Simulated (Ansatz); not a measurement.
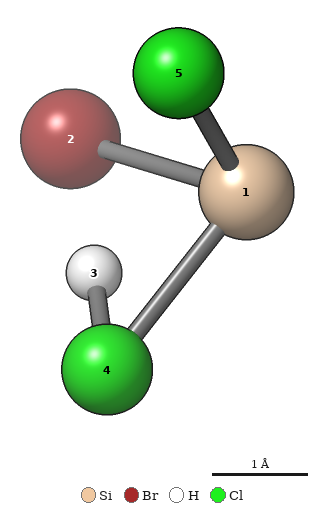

This is the input geometry for a saddle-point search of SiHBrCl2 (coarse preliminary run). The picture is a ball-and-stick view, seen from a free direction.

The reaction that was planned forms Br2–H3 and breaks Si1–Br2, Si1–H3 (atoms numbered from 1 in input order).

These are results of Ansatz 0.2.0, RKS PBE0-D4/def2-SVP, not measurements.

The input:
```yaml
crystal:
  periodic: [false, false, false]
  atoms:
    - {symbol: Si, position_ang: [0.519919, 0.769930, -0.666443]}
    - {symbol: Br, position_ang: [0.141675, -1.895704, -0.847080]}
    - {symbol: H, position_ang: [0.339349, -0.575316, 0.635540]}
    - {symbol: Cl, position_ang: [0.464696, 0.338155, 1.717314]}
    - {symbol: Cl, position_ang: [-1.465640, 1.362835, -0.839331]}
basis:
  gaussian: {orbitals: def2-SVP}
hamiltonian: {xc: pbe0, dispersion: d4}
saddle:
  f_tol: 0.04
  max_steps: 70
  order_check: false
  mode_guess:
    - [0.2362, 1.7031, -0.6253]
    - [-0.0411, -0.3261, 0.6762]
    - [-0.1951, -1.3770, -0.0509]
    - [0.0000, 0.0000, 0.0000]
    - [0.0000, 0.0000, 0.0000]
```

Question: Predict the outcome.

Answer: The largest move after the best rigid fit is that of H3, 0.40 Å. Largest moves by element: H 0.40 Å, Br 0.23 Å, Cl 0.13 Å, Si 0.12 Å. Near-neighbour distances that change, for instance: Si1–H3 1.881 → 2.362 Å, Br2–H3 1.995 → 1.659 Å, H3–Cl4 1.421 → 1.601 Å, Si1–Br2 2.698 → 2.602 Å. New bonds form: Br2–H3 (2.00 → 1.66 Å). Bond angles that change, for instance: Si1–Cl4–H3 50.8° → 69.8°, Br2–Si1–Cl4 83.5° → 78.2°. The search converged after 12 steps with a largest force component of 0.0062 eV/Å and a curvature of −3.53 eV/Å² along the mode that it followed.

The structure at the end:

```xyz
5

Si    0.5077    0.8732   -0.7254
Br    0.1857   -1.7086   -0.7290
H     0.3055   -0.9615    0.7478
Cl    0.5027    0.3804    1.5977
Cl   -1.5016    1.4164   -0.8912
```

After the run, drawn alike:

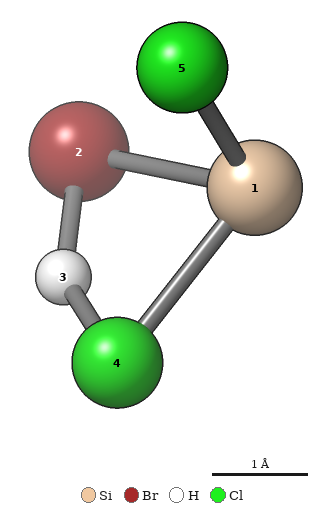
